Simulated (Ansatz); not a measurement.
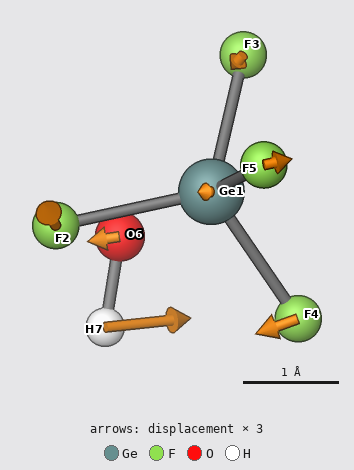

This is a relaxation of GeHOF₄ (multiplicity 2). The starting structure is drawn; orange arrows show the displacements, 3 times their true length. The two geometries are superimposed by the best rigid fit.

The picture is a ball-and-stick view, seen from a free direction.

The run prepares an end point of a later path (reaction) calculation, from a guessed geometry.

Theory: UKS BHLYP-D4/def2-SVP in Ansatz 0.2.0.

Input
```yaml
crystal:
  periodic: [false, false, false]
  atoms:
    - { symbol: Ge, position_ang: [-0.074146, -0.265458, 0.419716] }
    - { symbol: F, position_ang: [-0.652209, -1.538461, 1.367533] }
    - { symbol: F, position_ang: [1.605815, -0.11672, 0.34073] }
    - { symbol: F, position_ang: [-0.906875, 1.191274, 0.676706] }
    - { symbol: F, position_ang: [-0.52146, -0.70801, -1.155372] }
    - { symbol: O, position_ang: [0.42651, 0.18979, 2.701571] }
    - { symbol: H, position_ang: [-0.390435, 0.446486, 3.158016] }
magnetization:
  spin_polarized: true
  initial_magnetization: 1
basis:
  gaussian: { orbitals: def2-SVP }
hamiltonian:
  xc: { name: BHLYP }
  dispersion: d4
relax:
  f_tol: 0.03
  max_steps: 50
```

Command:
```bash
ansatz run input.yaml --threads 4 --pin off --max-ram 5120MiB --backend cpu --events-out ev --progress --plain --runs-dir out
```

Q: Atoms of which element are displaced furthest, and by how much?

A: Hydrogen: up to 0.35 Å, against 0.21 Å for fluorine.

Q: What did the optimiser do to the structure, and how much energy did it gain?

A: After 14 accepted moves (15 points after the start) the energy has fallen by 0.36 kcal/mol. Largest force component: 0.35 eV/Å at the start, 0.028 eV/Å at the end. The line search rejected the trial step at point 9 of the run. The forces were under the threshold at step 4, but the run went on from there. The atom that moves furthest after the best rigid fit is H7 (0.35 Å). Largest moves by element: H 0.35 Å, F 0.21 Å, O 0.12 Å, Ge 0.06 Å. Near-neighbour distances that change, for instance: Ge1–O6 2.380 → 2.446 Å.
